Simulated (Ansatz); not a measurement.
## C₂H₁₀BNSi: a changed input and its effect

System: C₂H₁₀BNSi.
Method of run A: RKS PBE-D4/def2-TZVPP (Ansatz 0.2.0).

The geometry comes from this level: PBE0-D4/def2-TZVP. Text and figures count atoms from 1; the logs count them from 0 in places.

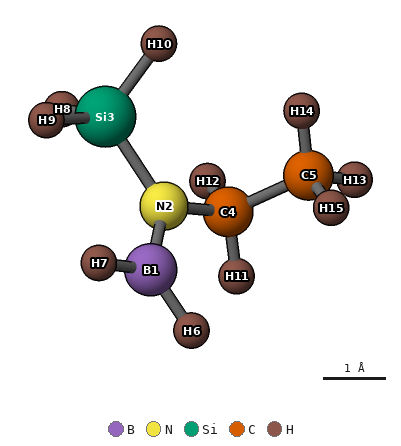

The structure (ball-and-stick view, seen at a tilt; atoms are numbered from 1 in the order of the input).

## The input, run A
```yaml
crystal:
  periodic: [false, false, false]
  atoms:
    - {symbol: B, position_ang: [0.978524, 1.611722, -0.041399]}
    - {symbol: N, position_ang: [0.565407, 0.284719, 0.089125]}
    - {symbol: Si, position_ang: [0.914503, -0.671648, 1.511912]}
    - {symbol: C, position_ang: [-0.178188, -0.383103, -0.984293]}
    - {symbol: C, position_ang: [-1.680350, -0.268367, -0.809146]}
    - {symbol: H, position_ang: [0.741767, 2.198866, -1.061234]}
    - {symbol: H, position_ang: [1.563305, 2.140079, 0.859841]}
    - {symbol: H, position_ang: [1.755940, -1.836817, 1.124765]}
    - {symbol: H, position_ang: [1.615980, 0.173031, 2.503249]}
    - {symbol: H, position_ang: [-0.343278, -1.210704, 2.096914]}
    - {symbol: H, position_ang: [0.121949, 0.061811, -1.935809]}
    - {symbol: H, position_ang: [0.113845, -1.439433, -1.024308]}
    - {symbol: H, position_ang: [-2.201799, -0.788664, -1.616110]}
    - {symbol: H, position_ang: [-2.004559, -0.702810, 0.139163]}
    - {symbol: H, position_ang: [-1.984845, 0.780417, -0.823171]}
basis:
  gaussian: {orbitals: def2-TZVPP}
hamiltonian: {xc: pbe, dispersion: d4}
output: {forces: true, orbitals: {seedname: orbitals}}
```

Hardware: 4 CPU threads, shared host.

## Output (run A)
```
Functional definition: PBE
  parameter kappa = 0.804
  parameter beta = 0.06672455060314922
  exchange = pbe_x(kappa = kappa, mu = beta*pi^2/3)
  correlation = pbe_c(beta = beta)
1562 factors; their error is unknown
mean field evaluation 1: about -12258.4961 eV, gradient 8.1e1 eV
mean field evaluation 2: about -12209.2784 eV, gradient 1.5e2 eV
mean field evaluation 4: about -12272.9443 eV, gradient 1.6e1 eV
mean field evaluation 8: about -12273.4696 eV, gradient 2.9e-1 eV
mean field evaluation 16: about -12273.4269 eV, gradient 1.2e-2 eV
mean field -12273.42691283 eV, -451.0401198189 hartree, gradient 2.0e-5 eV, S^2 0.000000; 0 other end points of the search recorded, 0 dependent functions left out
the calculation of the forces begins
reference -12273.42696586 eV, -451.0401217676 hartree; 24, 24 occupied and 282, 282 virtual orbitals, 1562 factors
Total energy: -12273.75129826 eV, -451.0520407636 hartree
Atom 0 at     0.978524     1.611722    -0.041399 Å, force     0.087127     0.249476    -0.000922 eV/Å
Atom 1 at     0.565407     0.284719     0.089125 Å, force     0.027145     0.073283    -0.033435 eV/Å
Atom 2 at     0.914503    -0.671648     1.511912 Å, force     0.050042    -0.123882     0.212073 eV/Å
Atom 3 at    -0.178188    -0.383103    -0.984293 Å, force    -0.066148    -0.091828    -0.101522 eV/Å
Atom 4 at    -1.680350    -0.268367    -0.809146 Å, force    -0.038930    -0.006375     0.000918 eV/Å
Atom 5 at     0.741767     2.198866    -1.061234 Å, force    -0.024438     0.050875    -0.105803 eV/Å
Atom 6 at     1.563305     2.140079     0.859841 Å, force     0.057038     0.046278     0.093316 eV/Å
Atom 7 at     1.755940    -1.836817     1.124765 Å, force     0.085538    -0.118303    -0.041926 eV/Å
Atom 8 at     1.615980     0.173031     2.503249 Å, force     0.068847     0.083414     0.098815 eV/Å
Atom 9 at    -0.343278    -1.210704     2.096914 Å, force    -0.128377    -0.056600     0.061358 eV/Å
Atom 10 at     0.121949     0.061811    -1.935809 Å, force     0.069621     0.095007    -0.196438 eV/Å
Atom 11 at     0.113845    -1.439433    -1.024308 Å, force     0.062313    -0.218649    -0.015802 eV/Å
Atom 12 at    -2.201799    -0.788664    -1.616110 Å, force    -0.110245    -0.100375    -0.151893 eV/Å
Atom 13 at    -2.004559    -0.702810     0.139163 Å, force    -0.074278    -0.085045     0.184107 eV/Å
Atom 14 at    -1.984845     0.780417    -0.823171 Å, force    -0.065253     0.202723    -0.002846 eV/Å
Dipole moment:    -0.173398    -0.276969    -0.096276 e Å
```

The input of run B differs as follows (lines with − go, lines with + come):
```diff
-hamiltonian: {xc: pbe, dispersion: d4}
+hamiltonian: {xc: {name: B3LYP}, dispersion: d4}
```

What does this change do to the results?

The total energies belong to different models, so their difference says nothing on which is more stable or more accurate. The largest force goes from 0.264 to 0.331 eV/Å. The HOMO goes from −6.73 to −7.72 eV. The LUMO goes from −1.13 to −0.40 eV. The dipole moment goes from 1.64 to 1.54 D.

## Output (run B)
```
Functional definition: B3LYP
  parameter a0 = 0.2
  parameter ax = 0.72
  parameter ac = 0.81
  exchange = (1 - a0 - ax)*slater_x + ax*b88_x + a0*exact_x
  correlation = (1 - ac)*vwn_rpa_c + ac*lyp_c
1565 factors; their error is unknown
mean field evaluation 1: about -12273.9103 eV, gradient 7.1e1 eV
mean field evaluation 2: about -12254.5398 eV, gradient 1.1e2 eV
mean field evaluation 4: about -12285.0071 eV, gradient 7.6e0 eV
mean field evaluation 8: about -12285.1162 eV, gradient 5.7e-1 eV
mean field evaluation 16: about -12285.1166 eV, gradient 7.4e-5 eV
mean field -12285.11660472 eV, -451.4697080725 hartree, gradient 1.1e-5 eV, S^2 0.000000; 0 other end points of the search recorded, 0 dependent functions left out
the calculation of the forces begins
reference -12285.11692614 eV, -451.4697198843 hartree; 24, 24 occupied and 282, 282 virtual orbitals, 1565 factors
Total energy: -12285.63490981 eV, -451.4887554330 hartree
Atom 0 at     0.978524     1.611722    -0.041399 Å, force     0.053207     0.190025    -0.029908 eV/Å
Atom 1 at     0.565407     0.284719     0.089125 Å, force     0.120124     0.106443     0.146026 eV/Å
Atom 2 at     0.914503    -0.671648     1.511912 Å, force     0.049586    -0.121347     0.195026 eV/Å
Atom 3 at    -0.178188    -0.383103    -0.984293 Å, force     0.077095    -0.154577    -0.282922 eV/Å
Atom 4 at    -1.680350    -0.268367    -0.809146 Å, force    -0.231861     0.009613     0.018495 eV/Å
Atom 5 at     0.741767     2.198866    -1.061234 Å, force     0.036835    -0.046758     0.119539 eV/Å
Atom 6 at     1.563305     2.140079     0.859841 Å, force    -0.066565    -0.042307    -0.115897 eV/Å
Atom 7 at     1.755940    -1.836817     1.124765 Å, force    -0.053880     0.078767     0.030494 eV/Å
Atom 8 at     1.615980     0.173031     2.503249 Å, force    -0.051364    -0.073101    -0.066798 eV/Å
Atom 9 at    -0.343278    -1.210704     2.096914 Å, force     0.089586     0.038142    -0.037547 eV/Å
Atom 10 at     0.121949     0.061811    -1.935809 Å, force    -0.024654    -0.046100     0.052533 eV/Å
Atom 11 at     0.113845    -1.439433    -1.024308 Å, force    -0.020655     0.065320    -0.014195 eV/Å
Atom 12 at    -2.201799    -0.788664    -1.616110 Å, force     0.012396     0.025436     0.038590 eV/Å
Atom 13 at    -2.004559    -0.702810     0.139163 Å, force     0.006123     0.025897    -0.055130 eV/Å
Atom 14 at    -1.984845     0.780417    -0.823171 Å, force     0.004026    -0.055453     0.001694 eV/Å
Dipole moment:    -0.163517    -0.258144    -0.095966 e Å
```

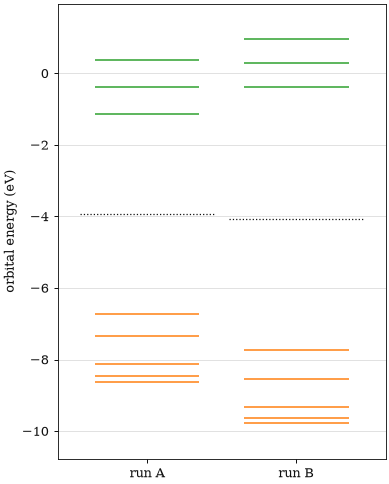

The five highest filled and three lowest empty orbital energies of the two runs; the dotted lines part filled from empty levels. The HOMO–LUMO gap is 5.60 eV in run A and 7.32 eV in run B.

## The two runs side by side

| quantity | run A | run B |
| --- | --- | --- |
| outcome | converged | converged |
| total energy (hartree) | −451.052041 | −451.488755 |
| HOMO (eV) | −6.73 | −7.72 |
| LUMO (eV) | −1.13 | −0.40 |
| dipole moment (D) | 1.64 | 1.54 |
| largest force (eV/Å) | 0.264 | 0.331 |
| basis functions | 306 | 306 |
| wall time (shared host) | 3.5 s | 6.5 s |
